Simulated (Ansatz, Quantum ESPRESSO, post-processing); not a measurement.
# Cl-SiC-Cl chair, 1 layer in an electric field, part 5 of 5

How does Cl-SiC-Cl chair, 1 layer respond to a gate-like field without added charge?

Quantum ESPRESSO 7.5; plane-wave DFT, PBE, SG15 norm-conserving pseudopotentials; geometry and cross-check by Ansatz 0.2.0 with PAW datasets.

So far. Step 13 (Bands along a path: field 0.4 V/Å): Along this path the valence top lies at Γ and the conduction bottom at Γ. Step 14 (Density by pp.x): The density integrates to 22.000 electrons, as the 22 of the input ask.

### 16. Charge moved by a field of 0.2 V/Å

Numbers from this step:

```
largest charge moved across a plane : 0.001135 e/Å²
dipole step                         : -1.117 eV
```

The planar mean oscillates, so the rows of the table below give means over windows of 1.3 Å about each position, cut where the curve ends. Its maxima inside the range that stand out by 2 % of the span (Å: e/Å³): 7.8: 9.6e-4, 9.1: -4.8e-6, 10.4: 6.2e-4, 12.0: 3.9e-4. Its minima: 8.7: -1.9e-4, 9.6: -1.5e-4, 11.0: -6.7e-4, 13.7: -8.8e-4.

Table of planar mean by z; means over each step:

```tsv
z (Å)	planar mean (e/Å³)
3.25	2.5e-8
4.55	8.8e-7
5.85	2.9e-5
7.15	4.8e-4
8.45	2.3e-4
9.75	7.8e-5
11.05	-2.0e-4
12.35	1.5e-4
13.65	-6.2e-4
14.95	-1.5e-4
16.25	-5.3e-6
17.55	-1.3e-7
18.85	-2.9e-9
```

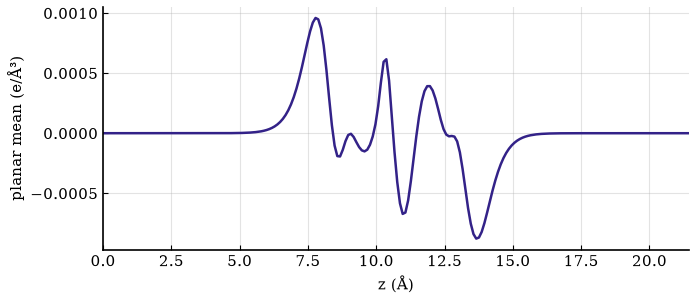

Planar mean against z.

The running integral, electrons below z oscillates, so the rows of the table below give means over windows of 1 Å about each position, cut where the curve ends. Its maxima inside the range that stand out by 2 % of the span (Å: e/Å²): 8.4: 0.00103, 10.6: 0.00114, 12.5: 0.00102. Its minima: 9.9: 8.8e-4, 11.5: 7.7e-4.

Running integral, electrons below z against z; means over each step:

```tsv
z (Å)	running integral, electrons below z (e/Å²)
4	6.7e-8
5	1.0e-6
6	1.6e-5
7	1.8e-4
8	8.3e-4
9	9.6e-4
10	9.5e-4
11	9.4e-4
12	9.2e-4
13	9.6e-4
14	3.7e-4
15	4.0e-5
16	2.7e-6
17	1.5e-7
18	8.2e-9
```

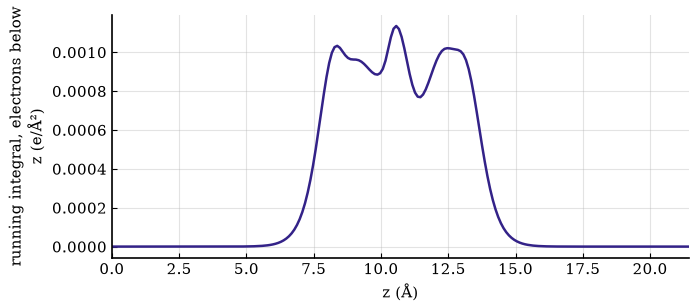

Running integral, electrons below z against z.

### 17. Polarisability from the dipole between 0 and 0.1 V/A

Read from the output:

```
change of slope in the vacuum : 0.10000 eV/Å
polarisability a cell         : 4.128 Å³
sheet polarisability 4πα/A    : 5.581 Å
```

The change of the potential energy, second field less first by z:

```tsv
z (Å)	change of the potential energy, second field less first (eV)
0	-0.390
2	-0.589
4	-0.389
6	-0.189
8	-0.0322
10	-0.00499
12	0.0260
14	0.0680
16	0.253
18	0.453
20	0.653
```

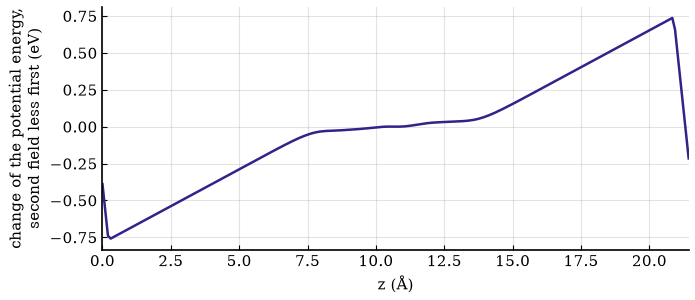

Change of the potential energy, second field less first, plotted against z.

### 18. Dipole against field

Table of dipole along the normal, dipole moment by applied field:

```tsv
applied field (V/Å)	dipole along the normal, dipole moment (e·Å)
0.000	-0.00904
0.100	0.0196
0.200	0.0483
0.400	0.106
```

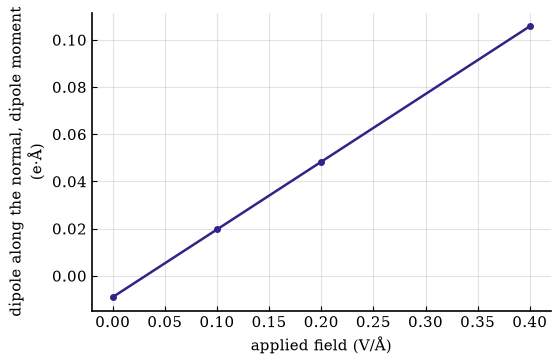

Dipole along the normal, dipole moment, plotted against applied field.

### 19. Cross-check with Ansatz: field 0.1 V/Å

A second code with its own PAW datasets, on the same atoms.

Level of this step: plane-wave DFT, PBE, Ansatz PAW (Ansatz 0.2.0).

File input.yaml:

```yaml
crystal:
  lattice:
    - [3.2760218341, 0.0, 0.0]
    - [-1.638010917, 2.8371181317, 0.0]
    - [0.0, 0.0, 21.5333333333]
  atoms:
    - { symbol: Cl, position: [0.6666666667, 0.3333333333, 0.3955254861] }
    - { symbol: C, position: [0.6666666667, 0.3333333333, 0.4807741476] }
    - { symbol: Si, position: [0.3333333333, 0.6666666667, 0.506209546] }
    - { symbol: Cl, position: [0.3333333333, 0.6666666667, 0.6012369503] }
kpoints:
  mp_grid: { grid: [12, 12, 1] }
hamiltonian:
  xc: pbe
scf:
  occupations: { method: fermi_dirac, width: 0.054 }
  convergence: { dr2_threshold: 1.0e-09 }
efield:
  axis: 3
  dipole_correction: true
  ramp_position: 0.97
  ramp_width: 0.04
  amplitude: 0.1
output:
  write_potential: true
  write_density: true
  volumetric_format: npy
```

Started as:

```console
$ ansatz run input.yaml --threads 4 --pin off --max-ram 8192MiB --backend cpu --events-out ev --progress --plain --runs-dir out
```

Numbers of over 12 decimals in the logs are rounded to 6 here.

Log:

```text
[...]
Crystal: 4 atoms, lattice volume = 200.141 Å³
Basis set: ecut = 420 eV, 3995 PW (Γ)
Bands: 15, of which v1, the nominal top of the filled ones, is band 11 counted from 1 (10 counted from 0)
Symmetry: 6 space group operations
[...]
k-points: 19 of 144 (time reversal used)
[...]
SCF iter   1: F=—  HF=-3047.942914 eV  |F-HF|=—  |Δ(HF+E_count)|=         —  Δρ=4.42e-2  dr2=4.27e0  ethr=3.10e-3  p=0.032 e·Å  D=2.92e-2 V/Å  ΔV_dip=-0.63 eV  dr2_dipole=9.05e-3  V_vac-E_F(+/−)=6.54/5.20 eV  ⟨swp⟩=8.9  Hψ=2306  notcnv=0
[...]
SCF iter  11: F=-3046.809340 eV  HF=-3046.809340 eV  |F-HF|=2.06e-10  |Δ(HF+E_count)|=   1.74e-8  Δρ=5.36e-7  dr2=4.70e-10  ethr=4.55e-12  p=0.020 e·Å  D=1.84e-2 V/Å  ΔV_dip=-0.40 eV  dr2_dipole=6.84e-12  V_vac-E_F(+/−)=5.21/3.63 eV  ⟨swp⟩=3.1  Hψ=1201  notcnv=0
SCF 1 converged in 11 iterations: F = -3046.809340 eV  dr2 = 4.70e-10
[...]
WARN: The output density's exchange-correlation potential varies sharply where the density is thin. Do not read a vacuum level from v_tot or v_xc, or from such a field of the output density. On a cell that repeats whose density bears no net charge and no dipole along the vacuum's axis use v_es (v_loc + v_h of the components); under efield.dipole_correction with no amplitude use v_es + v_field, which holds any externa [...]
SCF converged after 11 iterations
Free energy (F): -3046.809340 eV
[...]
Internal energy: -3046.809340 eV  (E = F + TS)
E sigma→0 (E₀):  -3046.809340 eV
Fermi energy:    -0.670831 eV
Dipole field:    D = 0.018365 V/Å  (p = 0.020313 e·Å, saw-weighted, corrected)
Work function:   not extracted (applied field tilts the vacuum); planar V_es + V_field profile in the machine report
[...]
--- Band table (eV; the first three rows and the last of 19) ---
  k-point 0: bands = [... 7 lower, -3.0552, -3.0552, -1.8183, -1.8183, 0.4184, 1.2723, 3.1642, 3.6581]
  k-point 1: bands = [... 7 lower, -3.3204, -3.1072, -2.1298, -1.8797, 0.6501, 1.5395, 3.2598, 3.5558]
  k-point 2: bands = [... 7 lower, -3.9551, -3.2472, -2.8621, -2.0378, 0.9631, 1.9244, 3.4592, 3.6632]
  k-point 18: bands = [... 7 lower, -5.5502, -4.9557, -4.3377, -4.2204, 2.1638, 3.3033, 3.6629, 5.1067]
```

The job ended after 1.9 s (4 threads of Intel Xeon Platinum 8488C (Sapphire Rapids), shared host; peak memory 0.46 GiB; 6.9 s of CPU time).

Read from the output:

```
free energy             : -3046.8093 eV
Fermi energy            : -0.6708 eV
gap by band count       : 2.237 eV
dipole along the normal : 0.02031 e·Å
```

At 0.1 V/Å Ansatz's dipole is 0.0203 e Å against 0.0196 from pw.x.

### 20. Cross-check with Ansatz: field -0.1 V/Å

input.yaml, as its differences from the input of step 19:

```diff
@@ -22,3 +22,3 @@
   ramp_width: 0.04
-  amplitude: 0.1
+  amplitude: -0.1
 output:
```

Log:

```text
[...]
Crystal: 4 atoms, lattice volume = 200.141 Å³
Basis set: ecut = 420 eV, 3995 PW (Γ)
Bands: 15, of which v1, the nominal top of the filled ones, is band 11 counted from 1 (10 counted from 0)
Symmetry: 6 space group operations
[...]
k-points: 19 of 144 (time reversal used)
[...]
--- Band table (eV; the first three rows and the last of 19) ---
  k-point 0: bands = [... 7 lower, -3.1290, -3.1290, -1.8075, -1.8075, 0.4235, 1.2792, 3.0648, 3.7853]
  k-point 1: bands = [... 7 lower, -3.3926, -3.1795, -2.1189, -1.8697, 0.6608, 1.5406, 3.1327, 3.6113]
  k-point 2: bands = [... 7 lower, -4.0245, -3.3163, -2.8514, -2.0296, 0.9769, 1.9159, 3.3061, 3.7353]
  k-point 18: bands = [... 7 lower, -5.6031, -5.0237, -4.3282, -4.2221, 2.1750, 3.2612, 3.6164, 5.0969]
[key lines of the parts left out:]
SCF converged after 11 iterations
Free energy (F): -3046.811024 eV
Fermi energy:    -0.666590 eV
Dipole field:    D = -0.033589 V/Å  (p = -0.037151 e·Å, saw-weighted, corrected)
```

Run time: 2 s. Hardware: 4 threads; peak memory 0.47 GiB.

This step gave:

```
free energy             : -3046.8110 eV
Fermi energy            : -0.6666 eV
gap by band count       : 2.231 eV
dipole along the normal : -0.03715 e·Å
```

### 21. Dipole against field, Ansatz

The dipole along the normal, dipole moment by applied field:

```tsv
applied field (V/Å)	dipole along the normal, dipole moment (e·Å)
-0.1000	-0.0372
0.0000	-0.00841
0.1000	0.0203
```

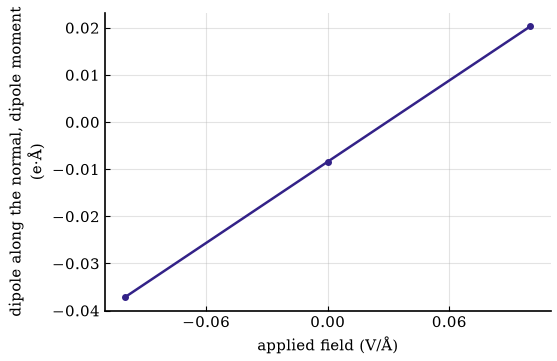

Dipole along the normal, dipole moment, plotted against applied field.

### 22. Ground state, with K_POINTS = [16, 16, 1], mixing_beta = 0.2 and electron_maxstep = 60

How much does a setting matter? One run is repeated with a change.

Level of this step: plane-wave DFT, PBE, SG15 norm-conserving pseudopotentials (Quantum ESPRESSO 7.5).

File f1.w0.in:

```
&control
  prefix = 'f1.w0'
  outdir = './out'
  pseudo_dir = './pseudo'
  calculation = 'scf'
  tprnfor = .true.
  tefield = .true.
  dipfield = .true.
/
&system
  ibrav = 0
  nat = 4
  ntyp = 3
  ecutwfc = 60
  ecutrho = 240
  occupations = 'smearing'
  smearing = 'fd'
  degauss = 0.004
  edir = 3
  emaxpos = 0.97
  eopreg = 0.04
  eamp = 0.00194469
/
&electrons
  conv_thr = 1e-09
  mixing_beta = 0.2
  electron_maxstep = 60
  mixing_mode = 'plain'
/
ATOMIC_SPECIES
  Cl  35.4500  Cl_ONCV_PBE-1.2.upf
  C   12.0110  C_ONCV_PBE-1.2.upf
  Si  28.0850  Si_ONCV_PBE-1.2.upf
CELL_PARAMETERS angstrom
  3.27602183406676 -0.00000000000000 -0.00000000000000
  -1.63801091703338 2.83711813165431 0.00000000000000
  -0.00000000000000 -0.00000000000000 21.53333333330000
ATOMIC_POSITIONS crystal
  Cl  0.666666666667 0.333333333333 0.395525486064
  C   0.666666666667 0.333333333333 0.480774147586
  Si  0.333333333333 0.666666666667 0.506209546039
  Cl  0.333333333333 0.666666666667 0.601236950311
K_POINTS automatic
  16 16 1 0 0 0
```

Started as:

```console
$ OMP_NUM_THREADS=1 mpirun -n 4 pw.x -nk 4 -in f1.w0.in > f1.w0.out
```

Log:

```text
[banner, memory and clock lines left out]
Program PWSCF v.7.5 starts
[citation notice left out]

[...]
bravais-lattice index     =            0
     lattice parameter (alat)  =       6.1908  a.u.
     unit-cell volume          =    1350.6166 (a.u.)^3
     number of atoms/cell      =            4
     number of atomic types    =            3
     number of electrons       =        22.00
     number of Kohn-Sham states=           15
     kinetic-energy cutoff     =      60.0000  Ry
     charge density cutoff     =     240.0000  Ry
     scf convergence threshold =      1.0E-09
     mixing beta               =       0.2000
     number of iterations used =            8  plain     mixing
     Exchange-correlation= PBE
                           (   1   4   3   4   0   0   0)

[...]
PseudoPot. # 1 for Cl read from file:
     ./pseudo/Cl_ONCV_PBE-1.2.upf
     Pseudo is Norm-conserving, Zval =  7.0
     Generated using ONCVPSP code by D. R. Hamann
     Using radial grid of  602 points,  4 beta functions with:
                l(1) =   0
                l(2) =   0
                l(3) =   1
                l(4) =   1

     PseudoPot. # 2 for C  read from file:
     ./pseudo/C_ONCV_PBE-1.2.upf
     Pseudo is Norm-conserving, Zval =  4.0
     Generated using ONCVPSP code by D. R. Hamann
     Using radial grid of  602 points,  4 beta functions with:
                l(1) =   0
                l(2) =   0
                l(3) =   1
                l(4) =   1

     PseudoPot. # 3 for Si read from file:
     ./pseudo/Si_ONCV_PBE-1.2.upf
     Pseudo is Norm-conserving, Zval =  4.0
     Generated using ONCVPSP code by D. R. Hamann
     Using radial grid of  602 points,  4 beta functions with:
                l(1) =   0
                l(2) =   0
                l(3) =   1
                l(4) =   1

     atomic species   valence    mass     pseudopotential
     Cl                7.00    35.45000     Cl( 1.00)
     C                 4.00    12.01100     C ( 1.00)
     Si                4.00    28.08500     Si( 1.00)

     No symmetry found

[...]
number of k points=   130  Fermi-Dirac smearing, width (Ry)=  0.0040

     Number of k-points >= 100: set verbosity='high' to print them.

     Dense  grid:    84897 G-vectors     FFT dimensions: (  32,  32, 216)

     Initial potential from superposition of free atoms

     starting charge      21.9374, renormalised to      22.0000

     negative rho (up, down):  8.847E-05 0.000E+00

     Adding external electric field

     Computed dipole along edir(3) :
        Dipole                0.0143 Ry au,          0.0363 Debye
        Dipole field          0.0001 Ry au,

        E field amplitude [Ha a.u.]:  1.9447E-03
        Potential amp.        0.1415 Ry
        Total length         39.0644 bohr

     Starting wfcs are random

     per-process dynamical memory:   133.7 Mb

     Self-consistent Calculation

     iteration #  1     ecut=    60.00 Ry     beta= 0.20
     Davidson diagonalization with overlap
     ethr =  1.00E-02,  avg # of iterations = 11.8

     negative rho (up, down):  3.692E-06 0.000E+00

     Adding external electric field

     Computed dipole along edir(3) :
        Dipole                0.0034 Ry au,          0.0088 Debye
        Dipole field          0.0000 Ry au,

        E field amplitude [Ha a.u.]:  1.9447E-03
        Potential amp.        0.1494 Ry
        Total length         39.0644 bohr

     total energy              =     -79.74353156 Ry
     estimated scf accuracy    <       0.24490856 Ry

     iteration #  2     ecut=    60.00 Ry     beta= 0.20
[...]
negative rho (up, down):  2.249E-07 0.000E+00

[...]
Dipole                0.0672 Ry au,          0.1709 Debye
[...]
E field amplitude [Ha a.u.]:  1.9447E-03
[...]
total energy              =     -79.72380785 Ry
     estimated scf accuracy    <       0.10467323 Ry

     iteration #  3     ecut=    60.00 Ry     beta= 0.20
[...]
negative rho (up, down):  9.626E-08 0.000E+00

[...]
Dipole                0.0401 Ry au,          0.1020 Debye
[...]
E field amplitude [Ha a.u.]:  1.9447E-03
[...]
total energy              =     -79.73676410 Ry
     estimated scf accuracy    <       0.01481521 Ry

     iteration #  4     ecut=    60.00 Ry     beta= 0.20
[...]
negative rho (up, down):  1.618E-08 0.000E+00

[...]
Dipole                0.0442 Ry au,          0.1122 Debye
[...]
E field amplitude [Ha a.u.]:  1.9447E-03
[...]
total energy              =     -79.73716119 Ry
     estimated scf accuracy    <       0.00621155 Ry

     iteration #  5     ecut=    60.00 Ry     beta= 0.20
[...]
Dipole                0.0421 Ry au,          0.1069 Debye
[...]
E field amplitude [Ha a.u.]:  1.9447E-03
[...]
total energy              =     -79.73745585 Ry
     estimated scf accuracy    <       0.00157929 Ry

     iteration #  6     ecut=    60.00 Ry     beta= 0.20
[...]
Dipole                0.0317 Ry au,          0.0805 Debye
[...]
E field amplitude [Ha a.u.]:  1.9447E-03
[...]
total energy              =     -79.73742834 Ry
     estimated scf accuracy    <       0.00030314 Ry

[...]
iteration # 11     ecut=    60.00 Ry     beta= 0.20
[...]
Dipole                0.0372 Ry au,          0.0945 Debye
[...]
E field amplitude [Ha a.u.]:  1.9447E-03
[...]
total energy              =     -79.73751540 Ry
     estimated scf accuracy    <       0.00000026 Ry

     iteration # 12     ecut=    60.00 Ry     beta= 0.20
[...]
Dipole                0.0371 Ry au,          0.0944 Debye
[...]
E field amplitude [Ha a.u.]:  1.9447E-03
[...]
total energy              =     -79.73751546 Ry
     estimated scf accuracy    <          7.9E-09 Ry

     iteration # 13     ecut=    60.00 Ry     beta= 0.20
[...]
Dipole                0.0371 Ry au,          0.0944 Debye
[...]
E field amplitude [Ha a.u.]:  1.9447E-03
[...]
total energy              =     -79.73751546 Ry
     estimated scf accuracy    <       0.00000001 Ry

     iteration # 14     ecut=    60.00 Ry     beta= 0.20
[...]
Dipole                0.0371 Ry au,          0.0944 Debye
[...]
E field amplitude [Ha a.u.]:  1.9447E-03
[...]
End of self-consistent calculation

     Number of k-points >= 100: set verbosity='high' to print the bands.

     the Fermi energy is    -0.7540 ev

!    total energy              =     -79.73751546 Ry
     estimated scf accuracy    <          3.7E-10 Ry
     smearing contrib. (-TS)   =      -0.00000000 Ry
     internal energy E=F+TS    =     -79.73751546 Ry

     The total energy is F=E-TS. E is the sum of the following terms:
     one-electron contribution =    -618.60740831 Ry
     hartree contribution      =     313.82812566 Ry
     xc contribution           =     -17.54611351 Ry
     ewald contribution        =     242.58801232 Ry
     electric field correction =      -0.00013163 Ry

     convergence has been achieved in  14 iterations

     Forces acting on atoms (cartesian axes, Ry/au):

     atom    1 type  1   force =     0.00000004   -0.00000000   -0.00403658
     atom    2 type  2   force =    -0.00000000    0.00000002    0.00260422
     atom    3 type  3   force =     0.00000001   -0.00000002   -0.00055623
     atom    4 type  1   force =    -0.00000005   -0.00000000    0.00198858

     Total force =     0.005229     Total SCF correction =     0.000023

[...]
```

Run time: 1.7 min. Hardware: 4 MPI ranks; peak memory 0.73 GiB; 6.9 min of CPU time.

Beside the run it was changed from:

```tsv
quantity	this run	unchanged run	difference
dipole along the normal (e·Å)	0.01965	0.01963	2.1e-5
free energy (eV)	-1084.884	-1084.884	2.0e-5
wall time (s)	103	50	
SCF iterations	14	8
```

The free energy moves by +0.0051 meV an atom.

This run starts from superposed atoms, the unchanged one from a saved density, so their iteration counts don't compare.

The physical values in this table move by up to 0.11 %.

### 23. A check by hand

α = Δp/E = (0.01963 − (-0.00904)) e Å / 0.1 V/Å = 0.2867 e Å²/V; times e/(4πε₀) = 14.40 V Å this is 4.128 Å³. With A = 9.294 Å², 4πα/A = 5.581 Å.

### 24. What came out

| Quantity | Value |
| --- | --- |
| polarisability along the normal, a cell | 4.13 Å³ |
| sheet polarisability 4πα/A | 5.58 Å |
| dipole without a field | -0.009 e·Å |
| Kohn-Sham ionisation potential, upper face | 5.69 eV |
| gap along the path at 0 V/Å | 2.26 eV |
| gap along the path at 0.2 V/Å | 2.26 eV |
| gap along the path at 0.4 V/Å | 2.26 eV |

The sheet answers a field with a polarisability of 4.13 Å³ a cell, or 4πα/A = 5.58 Å (PBE, SG15 norm-conserving). In pw.x the dipole follows the field linearly over the range tried. A perfect conductor 5.58 Å thick would screen alike; the outer atoms lie 4.43 Å apart. At 0.1 V/Å the sheet takes 0.558 eV off the potential drop. At 0.2 V/Å the gap along the path is unchanged within 0.01 eV. Quantum ESPRESSO and Ansatz give 4.128 and 4.137 Å³ for the polarisability (pw.x from 0 and 0.1 V/Å, Ansatz from ±0.1 V/Å), which agree. The ions stay at their zero-field places, so this is the electrons' response alone. Semilocal gaps are too small, and in strong fields empty levels can belong to the vacuum.

[Logs are printed without paths, hosts, clocks, repeated set-up lines and the standing remarks that a program may print on its own settings, such as how far it seeks lower states.]

[Hosts, paths, dates, database ids (printed as entryN), source tags and the programs' standing remarks are cut or masked in the printed files.]

[Maps of the electrostatic potential energy from Ansatz leave out the sawtooth potential of an applied field or a dipole correction, so their vacuum need not be flat; planar profiles and work functions include it.]
